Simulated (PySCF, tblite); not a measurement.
# methyl propyl sulfone (C4H10O2S): dynamics, then NMR shifts on frames

How do NMR shifts of methyl propyl sulfone (C4H10O2S) (`CCCS(C)(=O)=O`) change as the atoms move?

Computed with tblite 0.8.0 and PySCF 2.14.0, with density-fitted response routines of our own, on a single molecule in the gas phase. Atoms are numbered from 0 throughout.

### 1 The starting structure

17 atoms, charge 0, multiplicity 1; geometry from: GFN2-xTB.

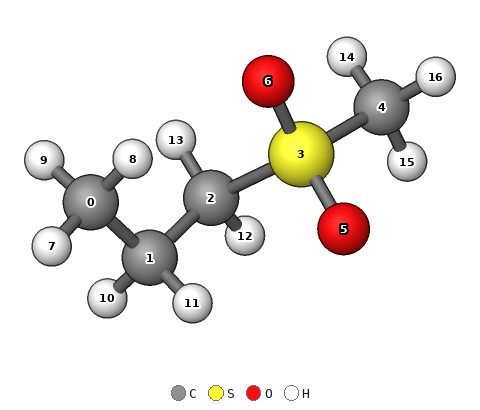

The starting geometry (carbon grey, sulfur yellow, oxygen red, hydrogen white), atoms numbered; sticks join atoms by distance.

### 2 A short Langevin run with GFN2-xTB

Job settings and geometry (Å):

```
{"job": {"kind": "md", "xc": "GFN2-xTB", "basis": "xTB", "temperature": 200, "steps": 2000, "every": 50, "frames": 5}, "charge": 0, "multiplicity": 1}
C     -2.268570     0.426544     0.129699
C     -1.411262    -0.660613    -0.506210
C     -0.010081    -0.160340    -0.806496
S      0.917998    -0.009577     0.758187
C      2.639560     0.209926     0.209268
O      0.826473    -1.256460     1.466408
O      0.524568     1.183842     1.456830
H     -3.236952     0.025473     0.417010
H     -1.776476     0.820986     1.013799
H     -2.428502     1.244926    -0.569809
H     -1.880910    -1.015047    -1.428102
H     -1.321240    -1.507314     0.177494
H      0.551547    -0.870030    -1.407649
H     -0.011481     0.821677    -1.270278
H      2.681461     1.083108    -0.428084
H      2.949330    -0.684262    -0.314567
H      3.247538     0.359192     1.092588
```

Level: GFN2-xTB Langevin dynamics, gas phase.

Run with:

```sh
$ OMP_NUM_THREADS=1 python probes_run.py task.json out
```

This one command runs all jobs of the session in turn.

Standard output:

```text
t/fs     T/K      E/eV
    0.0   172.7   -680.84975
   25.0   139.0   -680.60319
   50.0   127.2   -680.52296
   75.0   111.6   -680.54198
  100.0   120.4   -680.55878
  125.0   153.3   -680.55498
  150.0   121.0   -680.41399
  175.0   239.1   -680.58759
  200.0   189.3   -680.45001
  225.0   180.1   -680.33125
  250.0   249.8   -680.47214
  275.0   218.5   -680.38654
  300.0   282.8   -680.39982
  325.0   284.4   -680.42446
  350.0   203.6   -680.43332
  375.0   149.9   -680.37352
  400.0   202.6   -680.52825
  425.0   223.7   -680.51938
  450.0   192.8   -680.43388
  475.0   257.0   -680.55593
  500.0   197.3   -680.41234
  525.0   181.9   -680.43648
  550.0   216.2   -680.37321
  575.0   160.5   -680.42954
  600.0   147.1   -680.47309
  625.0   211.6   -680.52273
  650.0   158.4   -680.45593
  675.0   146.8   -680.51339
  700.0   244.7   -680.54855
  725.0   185.3   -680.47179
  750.0   223.8   -680.37478
  775.0   233.8   -680.47495
  800.0   200.8   -680.42502
  825.0   209.4   -680.45037
  850.0   198.4   -680.44734
  875.0   140.3   -680.38025
  900.0   228.2   -680.41729
  925.0   206.5   -680.49023
  950.0   198.8   -680.60557
  975.0   194.5   -680.51322
 1000.0   179.2   -680.53432
```

Wall time 46 s (1 thread of Intel Xeon at 2.50GHz, shared host); peak memory 0.18 GiB.

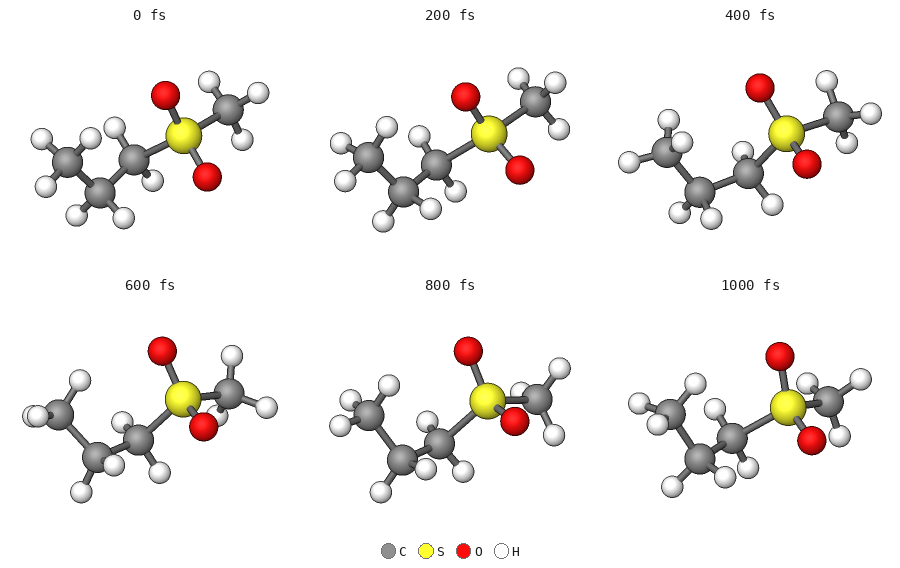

Frames of the run.

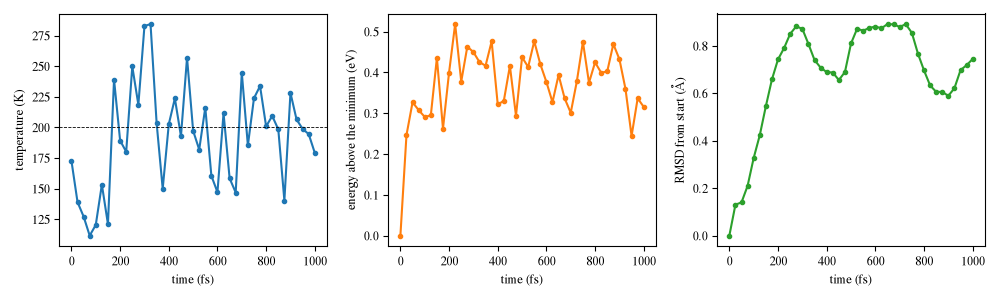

Temperature, potential energy and distance from the start.

Positions (Å) and forces (eV/Å) at 1000 fs:

```xyz
17

C    -3.047    1.287    0.934   -0.432   -0.617    0.037
C    -2.527   -0.117    0.560    0.439    0.436    0.122
C    -1.141    0.081   -0.100   -0.651   -0.398    1.010
S     0.158    0.336    1.162    0.602   -0.281    0.008
C     1.728    0.086    0.223    0.199    0.231    0.930
O     0.033   -0.705    2.147    0.022    0.135    0.028
O     0.254    1.699    1.619   -0.412   -0.119   -0.013
H    -3.827    1.164    1.700   -0.089    0.314   -0.639
H    -2.252    1.820    1.414    0.440    0.460    0.132
H    -3.383    1.844    0.020    0.135   -0.582    1.048
H    -3.278   -0.561   -0.106    0.469   -0.150   -0.085
H    -2.411   -0.804    1.447   -0.019    0.853   -0.760
H    -0.803   -0.817   -0.573    0.116   -0.310   -0.497
H    -1.058    0.969   -0.688   -0.233    0.233   -0.587
H     2.526    0.349    0.952   -0.583   -0.190   -0.741
H     1.711    0.731   -0.623    0.045    0.849   -0.248
H     1.861   -0.890   -0.178   -0.048   -0.864    0.256
```

### 3 Nuclear shieldings: 250 fs, PBE0/pcSseg-1

Job settings and geometry (Å):

```
{"job": {"kind": "nmr", "xc": "PBE0", "basis": "pcSseg-1", "pop": false}, "charge": 0, "multiplicity": 1}
C     -2.546900     0.509500     0.117900
C     -1.712700    -0.702900    -0.210300
C     -0.316800    -0.305600    -0.774700
S      0.610800     0.008100     0.735800
C      2.440100     0.310200     0.427600
O      0.570800    -1.205400     1.540700
O      0.138300     1.209700     1.322400
H     -3.501400     0.236200     0.501100
H     -2.037000     1.058200     0.901800
H     -2.646200     1.236700    -0.730700
H     -2.174500    -1.377100    -0.945500
H     -1.555700    -1.241800     0.708400
H      0.191700    -1.083100    -1.349300
H     -0.445100     0.599100    -1.369900
H      2.830100     0.088800     1.410400
H      2.463800     1.351500     0.066100
H      2.770100    -0.313600    -0.352800
```

Level: GIAO PBE0/pcSseg-1 NMR shielding, non-relativistic, gas phase.

Standard output:

```text
coarse grid: 14344 points
cycle   1  E = -706.1522986512  dE =  1.420e+00  |g| = 1.150e+00  |ddm| = 3.694e+00
cycle   2  E = -705.5484807773  dE =  6.038e-01  |g| = 2.140e+00  |ddm| = 2.810e+00
cycle   3  E = -706.3904624823  dE = -8.420e-01  |g| = 1.864e-01  |ddm| = 2.046e+00
cycle   4  E = -706.3977727074  dE = -7.310e-03  |g| = 7.578e-02  |ddm| = 2.079e-01
cycle   5  E = -706.3989113845  dE = -1.139e-03  |g| = 2.989e-02  |ddm| = 7.073e-02
cycle   6  E = -706.3990709421  dE = -1.596e-04  |g| = 7.263e-03  |ddm| = 2.787e-02
cycle   7  E = -706.3990806001  dE = -9.658e-06  |g| = 1.557e-03  |ddm| = 6.681e-03
final grid: 132720 points
cycle   8  E = -706.4644182443  dE = -2.879e-05  |g| = 1.249e-02  |ddm| = 2.723e-02
cycle   9  E = -706.4643809099  dE =  3.733e-05  |g| = 1.833e-02  |ddm| = 2.442e-02
cycle  10  E = -706.4644508353  dE = -6.993e-05  |g| = 2.497e-03  |ddm| = 1.585e-02
cycle  11  E = -706.4644519843  dE = -1.149e-06  |g| = 1.681e-04  |ddm| = 1.904e-03
cycle  12  E = -706.4644519911  dE = -6.831e-09  |g| = 6.663e-05  |ddm| = 2.370e-04
cycle  13  E = -706.4644519917  dE = -5.828e-10  |g| = 4.248e-05  |ddm| = 7.764e-05
cycle  14  E = -706.4644519920  dE = -3.226e-10  |g| = 8.182e-06  |ddm| = 3.795e-05
converged SCF energy = -706.4644519920

GIAO shielding tensors (ppm)
atom      isotropic    diamagn.    paramagn.     s11        s22        s33       span
  0 C      169.161     248.824     -79.663    151.379    169.120    186.984     35.605
  1 C      167.959     250.479     -82.520    156.078    169.922    177.877     21.800
  2 C      124.701     259.113    -134.412    107.297    114.758    152.050     44.753
  3 S      194.586    1054.077    -859.491     47.913    200.775    335.072    287.159
  4 C      127.877     257.500    -129.623     90.888    105.181    187.561     96.673
  5 O      106.307     401.702    -295.395     56.985     79.138    182.798    125.813
  6 O      109.131     402.666    -293.536     38.152    107.821    181.419    143.267
  7 H       31.089      28.676       2.413     26.357     27.905     39.005     12.648
  8 H       29.178      31.229      -2.051     22.591     30.766     34.178     11.587
  9 H       30.341      29.166       1.175     26.518     27.975     36.532     10.014
 10 H       29.835      30.412      -0.577     24.005     28.182     37.317     13.312
 11 H       28.941      32.595      -3.653     24.135     28.957     33.732      9.597
 12 H       28.903      33.585      -4.682     25.325     27.930     33.454      8.130
 13 H       29.025      34.409      -5.384     26.210     28.580     32.285      6.076
 14 H       28.160      28.709      -0.549     25.394     26.895     32.191      6.796
 15 H       28.402      30.143      -1.740     25.299     27.209     32.700      7.400
 16 H       29.562      32.288      -2.726     26.998     27.668     34.020      7.022
```

Run time: 72 s. Hardware: 1 thread of Intel Xeon at 2.50GHz, shared host; peak memory 0.8 GiB.

Shifts follow as δ = σ(reference) − σ, with reference shieldings (ppm) from runs at the same level and on the same kind of geometry: 1H TMS 31.72, 13C TMS 186.9, 17O H2O 336.1, 33S CS2 504. The references are single molecules in the gas phase, so shifts against H2O, NH3, PH3, H3PO4 or CFCl3 are not on the usual liquid scales and can be off by tens of ppm. Each atom is listed at this fixed geometry, with no averaging over motion; a spectrum would average atoms that exchange fast.

```tsv
atoms	environment	σ (ppm)	δ (ppm)
C2	sp3 CH2 bonded to S	124.7	62.2
C4	methyl carbon bonded to S	127.9	59.0
C1	sp3 CH2	168.0	19.0
C0	methyl carbon	169.2	17.8
H14	hydrogen on a methyl carbon bonded to S	28.16	3.56
H15	hydrogen on a methyl carbon bonded to S	28.40	3.31
H12	hydrogen on an sp3 CH2 bonded to S	28.90	2.81
H11	hydrogen on an sp3 CH2	28.94	2.78
H13	hydrogen on an sp3 CH2 bonded to S	29.02	2.69
H8	hydrogen on a methyl carbon	29.18	2.54
H16	hydrogen on a methyl carbon bonded to S	29.56	2.15
H10	hydrogen on an sp3 CH2	29.83	1.88
H9	hydrogen on a methyl carbon	30.34	1.38
H7	hydrogen on a methyl carbon	31.09	0.63
S3	sulfone sulfur	195	309
O5	S=O oxygen	106.3	229.8
O6	S=O oxygen	109.1	226.9
```

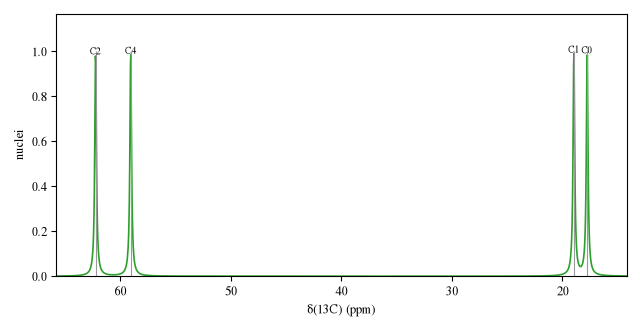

13C lines at the computed shifts, without couplings. Lines are broadened to a width of 0.18 ppm (Lorentzian).

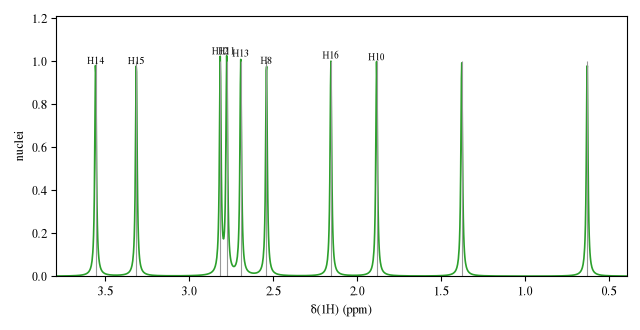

1H lines at the computed shifts, without couplings. Lines are broadened to a width of 0.01 ppm (Lorentzian).

### 4 Shielding tensors: 425 fs, PBE0/pcSseg-1

Job settings and geometry (Å):

```
{"job": {"kind": "nmr", "xc": "PBE0", "basis": "pcSseg-1", "pop": false}, "charge": 0, "multiplicity": 1}
C     -2.366500     0.781500    -0.029600
C     -1.860600    -0.582400    -0.422100
C     -0.345900    -0.555500    -0.522200
S      0.468200     0.107200     0.994900
C      2.198800     0.024100     0.466400
O      0.177300    -0.737100     2.103800
O      0.210500     1.496200     1.196900
H     -3.385300     0.902900    -0.271700
H     -2.308000     0.972700     1.024600
H     -1.749600     1.586900    -0.523200
H     -2.244500    -0.836500    -1.415800
H     -2.204700    -1.323400     0.296800
H      0.164400    -1.519600    -0.617700
H     -0.106200     0.091800    -1.343400
H      2.253600    -0.754900    -0.320800
H      2.818500    -0.312800     1.272500
H      2.458400     0.972600     0.034700
```

Method: GIAO PBE0/pcSseg-1 NMR shielding, non-relativistic, gas phase.

Standard output:

```text
coarse grid: 14344 points
cycle   1  E = -706.1518171152  dE =  1.504e+00  |g| = 1.153e+00  |ddm| = 3.734e+00
cycle   2  E = -705.5637142914  dE =  5.881e-01  |g| = 2.124e+00  |ddm| = 2.764e+00
cycle   3  E = -706.3906420080  dE = -8.269e-01  |g| = 1.903e-01  |ddm| = 2.003e+00
cycle   4  E = -706.3985793934  dE = -7.937e-03  |g| = 6.852e-02  |ddm| = 2.084e-01
cycle   5  E = -706.3996861473  dE = -1.107e-03  |g| = 1.170e-02  |ddm| = 5.595e-02
cycle   6  E = -706.3997145673  dE = -2.842e-05  |g| = 4.102e-03  |ddm| = 1.415e-02
cycle   7  E = -706.3997177651  dE = -3.198e-06  |g| = 1.602e-03  |ddm| = 4.325e-03
final grid: 132720 points
cycle   8  E = -706.4656632203  dE = -3.337e-05  |g| = 1.307e-02  |ddm| = 3.266e-02
cycle   9  E = -706.4656182640  dE =  4.496e-05  |g| = 1.980e-02  |ddm| = 2.605e-02
cycle  10  E = -706.4656989442  dE = -8.068e-05  |g| = 2.810e-03  |ddm| = 1.704e-02
cycle  11  E = -706.4657004284  dE = -1.484e-06  |g| = 2.399e-04  |ddm| = 2.176e-03
cycle  12  E = -706.4657004332  dE = -4.817e-09  |g| = 2.153e-04  |ddm| = 3.799e-04
cycle  13  E = -706.4657004415  dE = -8.218e-09  |g| = 3.630e-05  |ddm| = 1.744e-04
cycle  14  E = -706.4657004417  dE = -2.501e-10  |g| = 1.036e-05  |ddm| = 3.962e-05
converged SCF energy = -706.4657004417

GIAO shielding tensors (ppm)
atom      isotropic    diamagn.    paramagn.     s11        s22        s33       span
  0 C      171.873     248.616     -76.744    160.433    171.674    183.511     23.078
  1 C      167.690     246.535     -78.844    157.825    171.955    173.291     15.465
  2 C      119.556     260.718    -141.162     96.107    110.230    152.329     56.222
  3 S      215.845    1053.620    -837.775     70.504    192.839    384.192    313.689
  4 C      138.086     257.730    -119.644    104.801    116.635    192.822     88.020
  5 O      132.014     400.213    -268.199     71.462    107.746    216.834    145.372
  6 O      100.324     402.539    -302.216     31.873     73.545    195.554    163.681
  7 H       31.352      28.975       2.377     26.550     28.504     39.002     12.452
  8 H       30.232      31.130      -0.898     25.520     30.160     35.017      9.498
  9 H       29.653      30.467      -0.814     25.609     29.248     34.103      8.494
 10 H       29.978      29.903       0.075     24.553     28.105     37.276     12.724
 11 H       29.497      30.262      -0.765     25.798     27.666     35.027      9.229
 12 H       28.942      34.016      -5.074     25.713     29.091     32.021      6.308
 13 H       29.213      35.714      -6.502     25.545     29.942     32.151      6.606
 14 H       28.776      31.719      -2.943     25.590     28.212     32.527      6.937
 15 H       29.023      28.910       0.113     26.117     26.785     34.166      8.049
 16 H       28.951      31.059      -2.108     25.588     27.815     33.451      7.863
```

Wall time 70 s (1 thread of Intel Xeon at 2.50GHz, shared host); peak memory 0.81 GiB.

This run: δ C2 67.4, C4 48.8, C1 19.2, C0 15.1, H14 2.94, H12 2.78 ppm.

(Part 1 of 2 ends here.)
